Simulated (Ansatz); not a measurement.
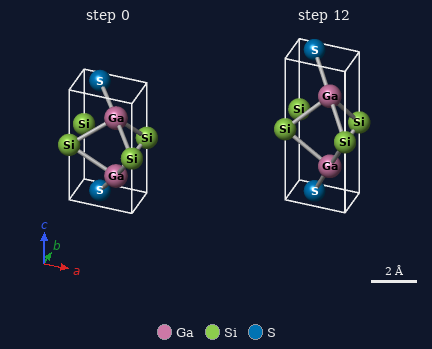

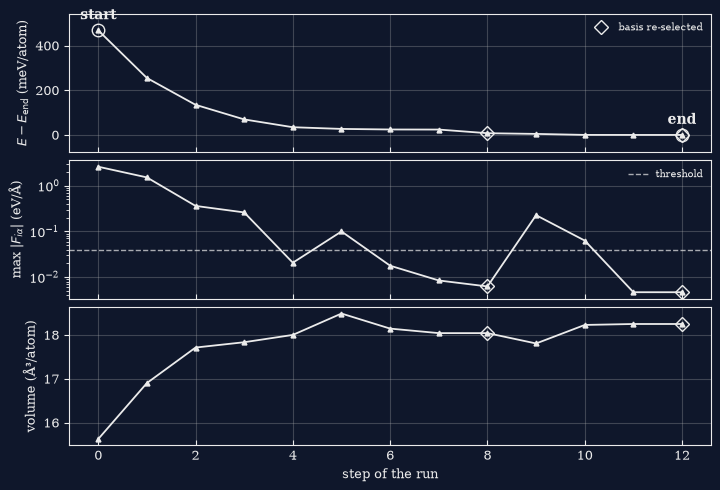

First and last geometry of a relaxation of crystalline Ga$_{2}$SiS (a generated structure, set up in P-6m2) (coarse preliminary run), with the history of the run. Style: ball-and-stick. Shown: the cell of the calculation, slightly off an axis.

The calculation used DFT PBE, scalar-relativistic, plane waves, PAW (Ansatz 0.2.0). (plane-wave cutoff 420 eV; k-point mesh 6 × 6 × 4; occupations gaussian; smearing width 0.1 eV; no spin polarisation; cell and atoms relaxed; force threshold 0.04 eV/Å; at most 70 steps)

Read the history and describe the run.

Answer. It converged. The energy falls by 469 meV per atom in 10 accepted moves (12 points after the start). The largest force component goes from 2.6 to 0.0047 eV/Å. Pressure: 21.34 GPa at the start and 0.04 GPa at the end. At 2 points the geometry stayed and the basis and grid were re-selected for the new cell (energy shift of 16.3 meV per atom at most each time). The largest moves relative to the cell, 0.10 Å, are those of Ga atoms. Si and S stay in place. The volume changes by +16.8 %, with a = b 3.743 → 3.568 Å (−4.7 %), c 5.152 → 6.621 Å (+28.5 %). Among the contacts that change: Ga–Ga 2.435 → 3.332 Å, Ga–S 2.480 → 2.649 Å, Ga–Si 2.552 → 2.636 Å. Among the angles between lasting bonds that change: Ga–S–Ga 58.8° → 77.9°, Ga–S–Ga 98.0° → 84.7°, S–Ga–S 98.0° → 84.7°. The space group stays P-6m2 (No. 187).

```
step  E − E(0), meV/atom  largest force component, eV/Å  pressure, GPa  volume, Å³/atom                      note
   0                0.00                         2.6028          21.34           15.627                          
   1             -213.34                         1.5191          10.27           16.903                          
   2             -333.52                         0.3613           4.95           17.713                          
   3             -399.03                         0.2604           3.20           17.835                          
   4             -434.00                         0.0207           1.33           18.002                          
   5             -441.58                         0.0998          -1.61           18.489                          
   6             -444.16                         0.0178          -0.30           18.146                          
   7             -444.49                         0.0084           0.05           18.042                          
   8             -460.82                         0.0063           1.27           18.042  same geometry, new basis
   9             -463.95                         0.2264           1.70           17.806                          
  10             -468.43                         0.0630           0.13           18.229                          
  11             -468.57                         0.0047           0.04           18.251                          
  12             -468.62                         0.0047           0.04           18.251  same geometry, new basis
```
